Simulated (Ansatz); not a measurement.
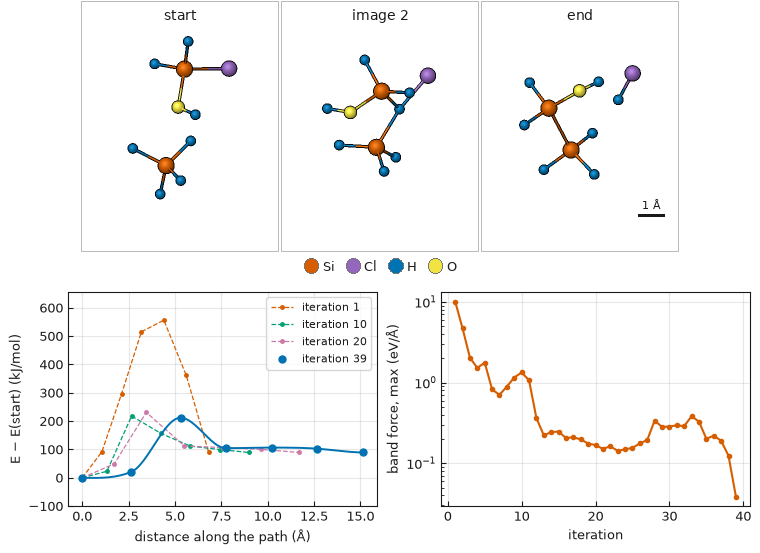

A nudged-elastic-band calculation for Si$_{2}$H$_{7}$OCl, made up at the start of SiH₃OCl and SiH$_{4}$. Images are numbered from 0 (start) to 6 (end). The plot follows the band through its iterations. Style: ball-and-stick. Shown from a free direction.

Method: Ansatz 0.2.0, RKS PBE-D4/def2-SVP. Settings: 5 movable images; climbing image; force threshold 0.05 eV/Å; iteration limit 60; starting path through a guess of the saddle point.

### How did the profile develop, and is the result final?

The run is converged, with reservations. The band converged in 39 iterations. The largest component of the band force went from 10 to 0.039 eV/Å. The climbing image converged on the top of the path. Its vibrational analysis gives one imaginary mode (598i cm⁻¹), as a transition state must have. The first iteration put the highest image at 556.4 kJ/mol. The highest point, image 2, lies 211.9 kJ/mol above the start and 122.5 kJ/mol above the end; the end is at +89.5 kJ/mol relative to the start.

Limits of the set-up: the start holds two separate molecules, 3.0 Å apart at their closest, whose relative position is a soft coordinate.
